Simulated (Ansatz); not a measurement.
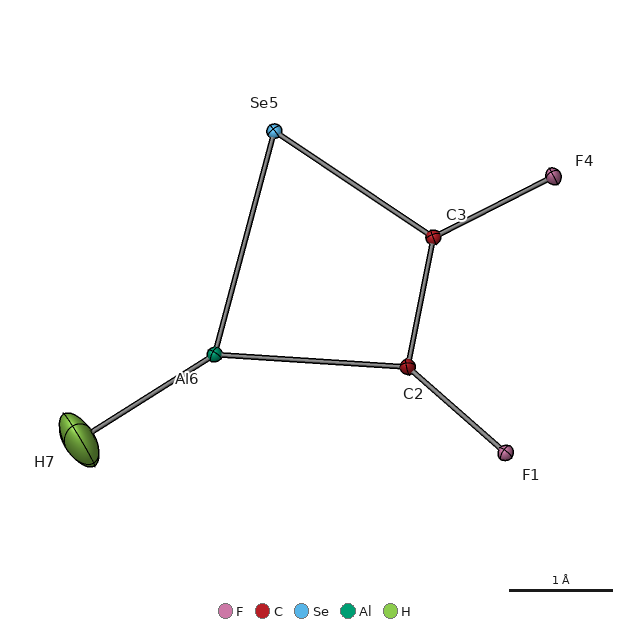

Displacement ellipsoids at the 50 % level, from the internal vibrations of the free molecule (harmonic, no overall translation or rotation; no half-axis is drawn under 0.075 Å). Vibrations computed with RKS PBE0-D4/def2-TZVP (Ansatz 0.2.0). Temperature: 200 K.

List U_eq and the three principal root-mean-square amplitudes for each kind of atom.

```csv
atom,U_eq (Å²),rms amplitudes (Å)
F1,0.0032,"0.039, 0.052, 0.073"
C2,0.0035,"0.037, 0.041, 0.087"
C3,0.0023,"0.038, 0.044, 0.059"
F4,0.0049,"0.042, 0.055, 0.099"
Se5,0.00044,"0.015, 0.021, 0.026"
Al6,0.0025,"0.035, 0.039, 0.068"
H7,0.0437,"0.098, 0.181, 0.298"
```
